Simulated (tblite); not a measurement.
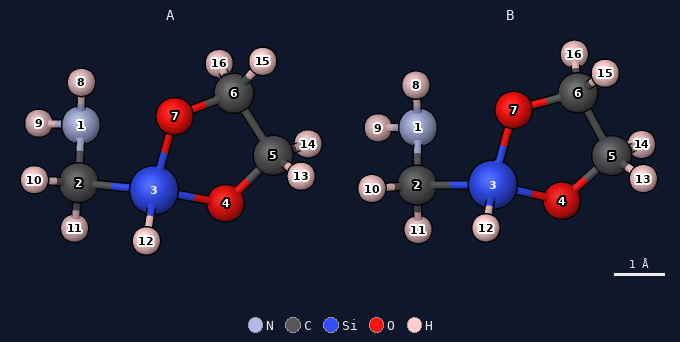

Two geometries of C$_{3}$H$_{9}$NO$_{2}$Si, drawn at one scale. One is the start of a relaxation, the other its converged end. Style: ball-and-stick. Shown at a tilt.

Theory: GFN2-xTB geometry optimisation, gas phase in tblite 0.8.0. 

Which one is relaxed?

Structure B is the relaxed one. The energy falls by 4.47 kcal/mol in 76 geometry steps. The largest move after the best rigid fit is that of H16, 0.41 Å. Largest moves by element: H 0.41 Å, O 0.22 Å, Si 0.11 Å, C 0.11 Å, N 0.08 Å. Some distances before and after: Si3–O7 1.701 → 1.643 Å, C6–O7 1.441 → 1.400 Å, Si3–O4 1.677 → 1.638 Å, O4–C5 1.430 → 1.397 Å. Bond angles that change, for instance: Si3–O7–C6 106.7° → 111.7°, N1–C2–H10 109.1° → 113.5°, N1–C2–Si3 113.3° → 110.3°. Groups turn about C6–O7 by about 20°. Cost: 0.28 s on 1 thread of AMD EPYC 9B45, on a shared host.
